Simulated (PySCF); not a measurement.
**PBE0/STO-6G run of SiH4S (Si(SH)H3)**

Aim: the vertical ionisation energy of SiH4S (Si(SH)H3) at PBE0/STO-6G, from 2 runs. Input form: a Python script.

The results are computed with PySCF 2.14.0.

5 further runs of the same task are left out: 5 set aside as unsound or not needed.

## Step 1: Starting point

SiH4S: 6 atoms, total charge 0, spin state singlet. SMILES: `[H][Si]([H])([H])S`. The shape is that of a GFN2-xTB optimisation.

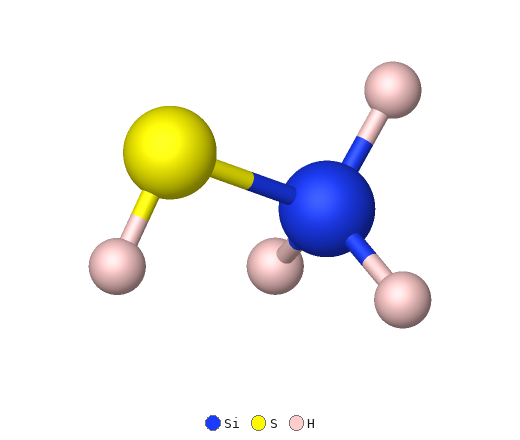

The structure, seen from a chosen angle (silicon blue, sulfur yellow, hydrogen pink).

## Step 2: A single-point energy at PBE0/STO-6G

File input.py:

```python
from pyscf import gto, dft

system = gto.M(
    atom=[
    ('Si', (0.201210, -0.014540, -0.544580)),
    ('S', (0.253720, 0.019820, 1.601470)),
    ('H', (-1.056810, 0.059910, 1.795240)),
    ('H', (1.606010, -0.020690, -0.909950)),
    ('H', (-0.503230, 1.180600, -0.990160)),
    ('H', (-0.500900, -1.225100, -0.952020)),
],
    verbose=4,
    charge=0,
    basis='sto-6g',
    max_memory=1860,
)

mf = dft.RKS(system, xc='pbe0')
mf.grids.level = 5
mf.conv_tol = 1e-10
mf.kernel()
if not mf.converged:
    mf = mf.newton().run(mf.mo_coeff, mf.mo_occ)

e_final = mf.e_tot
print('Final energy', e_final)
```

On the command line:

```console
$ OMP_NUM_THREADS=1 python input.py
```

Output:

```text
PySCF version 2.14.0

[INPUT] num. atoms = 6
[INPUT] num. electrons = 34
[INPUT] charge = 0
[INPUT] spin (= nelec alpha-beta = 2S) = 0
[INPUT] symmetry False subgroup None
[INPUT] Mole.unit = angstrom
[INPUT] Symbol           X                Y                Z      unit          X                Y                Z       unit  Magmom
[INPUT]  1 Si     0.201210000000  -0.014540000000  -0.544580000000 AA    0.380231793524  -0.027476617851  -1.029107052916 Bohr   0.0
[INPUT]  2 S      0.253720000000   0.019820000000   1.601470000000 AA    0.479461312325   0.037454371789   3.026339696707 Bohr   0.0
[INPUT]  3 H     -1.056810000000   0.059910000000   1.795240000000 AA   -1.997081465702   0.113213492123   3.392511927864 Bohr   0.0
[INPUT]  4 H      1.606010000000  -0.020690000000  -0.909950000000 AA    3.034919053313  -0.039098433517  -1.719556287048 Bohr   0.0
[INPUT]  5 H     -0.503230000000   1.180600000000  -0.990160000000 AA   -0.950966877665   2.231010662662  -1.871131219499 Bohr   0.0
[INPUT]  6 H     -0.500900000000  -1.225100000000  -0.952020000000 AA   -0.946563815795  -2.315103475205  -1.799057065108 Bohr   0.0

nuclear repulsion = 89.5275041447322
number of shells = 14
number of NR pGTOs = 132
number of NR cGTOs = 22
basis = sto-6g
ecp = {}

******** <class 'pyscf.dft.rks.RKS'> ********
method = RKS
initial guess = minao
damping factor = 0
level_shift factor = 0
DIIS = <class 'pyscf.scf.diis.CDIIS'>
diis_start_cycle = 1
diis_space = 8
diis_damp = 0
SCF conv_tol = 1e-10
SCF conv_tol_grad = None
SCF max_cycles = 50
direct_scf = True
direct_scf_tol = 1e-13
XC library pyscf.dft.libxc version 7.0.0
    S. Lehtola, C. Steigemann, M. J.T. Oliveira, and M. A.L. Marques.,  SoftwareX 7, 1–5 (2018)
XC functionals = pbe0
radial grids:
    Treutler-Ahlrichs [JCP 102, 346 (1995); DOI:10.1063/1.469408] (M4) radial grids

becke partition: Becke, JCP 88, 2547 (1988); DOI:10.1063/1.454033
pruning grids: <function nwchem_prune>
grids dens level: 5
symmetrized grids: False
atomic radii adjust function: <function treutler_atomic_radii_adjust>
small_rho_cutoff = 0
Set gradient conv threshold to 1e-05
Initial guess from minao.
tot grids = 180760
init E= -687.043648775694
  HOMO = -0.264116441620898  LUMO = 0.121689300354644  gap/eV = 10.49831
cycle= 1 E= -687.34729596537  delta_E= -0.304  |g|= 0.278  |ddm|=  2.6
  HOMO = -0.0657195503153969  LUMO = 0.238036159615335  gap/eV = 8.26561
cycle= 2 E= -687.362280945043  delta_E= -0.015  |g|= 0.223  |ddm|= 1.02
  HOMO = -0.126353383678251  LUMO = 0.23375154690368  gap/eV = 9.79895
cycle= 3 E= -687.384183243937  delta_E= -0.0219  |g|= 0.00585  |ddm|= 0.453
  HOMO = -0.126683639025729  LUMO = 0.23246741697818  gap/eV = 9.77300
cycle= 4 E= -687.384200568735  delta_E= -1.73e-05  |g|= 0.00184  |ddm|= 0.018
  HOMO = -0.126468128604999  LUMO = 0.233105980191181  gap/eV = 9.78451
cycle= 5 E= -687.384202065326  delta_E= -1.5e-06  |g|= 0.000233  |ddm|= 0.00397
  HOMO = -0.12658311249612  LUMO = 0.233027067004809  gap/eV = 9.78549
cycle= 6 E= -687.384202093855  delta_E= -2.85e-08  |g|= 1.39e-05  |ddm|= 0.000596
  HOMO = -0.126580033850039  LUMO = 0.23302402254445  gap/eV = 9.78532
cycle= 7 E= -687.384202093968  delta_E= -1.13e-10  |g|= 1.28e-06  |ddm|= 3.72e-05
  HOMO = -0.126579078622166  LUMO = 0.233024255899797  gap/eV = 9.78531
cycle= 8 E= -687.38420209397  delta_E= -1.93e-12  |g|= 2.64e-07  |ddm|= 3.99e-06
  HOMO = -0.126579162086884  LUMO = 0.233024245960367  gap/eV = 9.78531
Extra cycle  E= -687.384202093969  delta_E= 1.14e-12  |g|= 9.38e-08  |ddm|= 9.28e-07
converged SCF energy = -687.384202093969
Final energy -687.3842020939693
```

It took 3.9 s on 1 thread of Arm Neoverse V1, shared host; peak memory 0.21 GiB.

## Step 3: The doublet cation at the same level

File run.py:

```python
from pyscf import gto, dft

mol = gto.M(
    atom='''
Si       0.201210      -0.014540      -0.544580
S        0.253720       0.019820       1.601470
H       -1.056810       0.059910       1.795240
H        1.606010      -0.020690      -0.909950
H       -0.503230       1.180600      -0.990160
H       -0.500900      -1.225100      -0.952020
''',
    charge=1,
    spin=1,
    verbose=4,
    max_memory=1860,
    basis='sto-6g',
)

ks = dft.UKS(mol, xc='pbe0')
ks.conv_tol = 1e-10
ks.grids.level = 5
ks.kernel()
if not ks.converged:
    ks = ks.newton().run(ks.mo_coeff, ks.mo_occ)

e_tot = ks.e_tot
print(f'total energy: {e_tot:.8f} hartree')
```

On the command line:

```console
$ OMP_NUM_THREADS=1 python run.py
```

Output:

```text
PySCF version 2.14.0

[INPUT] num. atoms = 6
[INPUT] num. electrons = 33
[INPUT] charge = 1
[INPUT] spin (= nelec alpha-beta = 2S) = 1
[INPUT] symmetry False subgroup None
[INPUT] Mole.unit = angstrom
[INPUT] Symbol           X                Y                Z      unit          X                Y                Z       unit  Magmom
[INPUT]  1 Si     0.201210000000  -0.014540000000  -0.544580000000 AA    0.380231793524  -0.027476617851  -1.029107052916 Bohr   0.0
[INPUT]  2 S      0.253720000000   0.019820000000   1.601470000000 AA    0.479461312325   0.037454371789   3.026339696707 Bohr   0.0
[INPUT]  3 H     -1.056810000000   0.059910000000   1.795240000000 AA   -1.997081465702   0.113213492123   3.392511927864 Bohr   0.0
[INPUT]  4 H      1.606010000000  -0.020690000000  -0.909950000000 AA    3.034919053313  -0.039098433517  -1.719556287048 Bohr   0.0
[INPUT]  5 H     -0.503230000000   1.180600000000  -0.990160000000 AA   -0.950966877665   2.231010662662  -1.871131219499 Bohr   0.0
[INPUT]  6 H     -0.500900000000  -1.225100000000  -0.952020000000 AA   -0.946563815795  -2.315103475205  -1.799057065108 Bohr   0.0

nuclear repulsion = 89.5275041447322
number of shells = 14
number of NR pGTOs = 132
number of NR cGTOs = 22
basis = sto-6g
ecp = {}

******** <class 'pyscf.dft.uks.UKS'> ********
method = UKS
initial guess = minao
damping factor = 0
level_shift factor = 0
DIIS = <class 'pyscf.scf.diis.CDIIS'>
diis_start_cycle = 1
diis_space = 8
diis_damp = 0
SCF conv_tol = 1e-10
SCF conv_tol_grad = None
SCF max_cycles = 50
direct_scf = True
direct_scf_tol = 1e-13
number electrons alpha = 17  beta = 16
XC library pyscf.dft.libxc version 7.0.0
    S. Lehtola, C. Steigemann, M. J.T. Oliveira, and M. A.L. Marques.,  SoftwareX 7, 1–5 (2018)
XC functionals = pbe0
radial grids:
    Treutler-Ahlrichs [JCP 102, 346 (1995); DOI:10.1063/1.469408] (M4) radial grids

becke partition: Becke, JCP 88, 2547 (1988); DOI:10.1063/1.454033
pruning grids: <function nwchem_prune>
grids dens level: 5
symmetrized grids: False
atomic radii adjust function: <function treutler_atomic_radii_adjust>
small_rho_cutoff = 0
Set gradient conv threshold to 1e-05
tot grids = 180760
init E= -687.043648775694
[... the frontier-level lines of each cycle are left out ...]


cycle= 1 E= -687.112267209637  delta_E= -0.0686  |g|= 0.138  |ddm|= 1.91
cycle= 2 E= -687.127116240403  delta_E= -0.0148  |g|= 0.0688  |ddm|= 0.411
cycle= 3 E= -687.1310513698  delta_E= -0.00394  |g|= 0.00711  |ddm|= 0.134
cycle= 4 E= -687.131129381751  delta_E= -7.8e-05  |g|= 0.00277  |ddm|= 0.0235
cycle= 5 E= -687.1311404806  delta_E= -1.11e-05  |g|= 0.000918  |ddm|= 0.00924
cycle= 6 E= -687.131141785043  delta_E= -1.3e-06  |g|= 0.000247  |ddm|= 0.00288
cycle= 7 E= -687.1311418972  delta_E= -1.12e-07  |g|= 5.28e-05  |ddm|= 0.000945
cycle= 8 E= -687.131141903641  delta_E= -6.44e-09  |g|= 5.7e-06  |ddm|= 0.000251
cycle= 9 E= -687.131141903712  delta_E= -7.08e-11  |g|= 1.46e-06  |ddm|= 2.5e-05
Extra cycle  E= -687.131141903715  delta_E= -3.87e-12  |g|= 5.4e-07  |ddm|= 5.61e-06
converged SCF energy = -687.131141903715  <S^2> = 0.75210839  2S+1 = 2.0021073
total energy: -687.13114190 hartree
```

Wall time 6 s (1 thread of Arm Neoverse V1, shared host); peak memory 0.21 GiB.

## Step 4: Results

At PBE0/STO-6G:

```
                                          quantity          value
                       singlet SiH4S: total energy  -687.38420 Eh
                      singlet SiH4S: dipole moment         1.37 D
                        singlet SiH4S: HOMO energy       -3.44 eV
                        singlet SiH4S: LUMO energy        6.34 eV
                      singlet SiH4S: HOMO–LUMO gap        9.79 eV
                      doublet cation: total energy  -687.13114 Eh
doublet cation: HOMO energy (highest over α and β)      -14.57 eV
 doublet cation: LUMO energy (lowest over α and β)      -10.17 eV
                              doublet cation: ⟨S²⟩          0.752
vertical ionisation energy (to the doublet cation)       6.886 eV
```

In words: Removing an electron at fixed nuclei costs 6.89 eV (159 kcal/mol). −ε(HOMO) before ionisation, 3.44 eV, is 3.44 eV below this ionisation energy. In a minimal basis such a difference can be off by several eV, whatever the method. Mulliken charges (doublet cation) run from -0.03 on H4 to +0.54 on Si1.
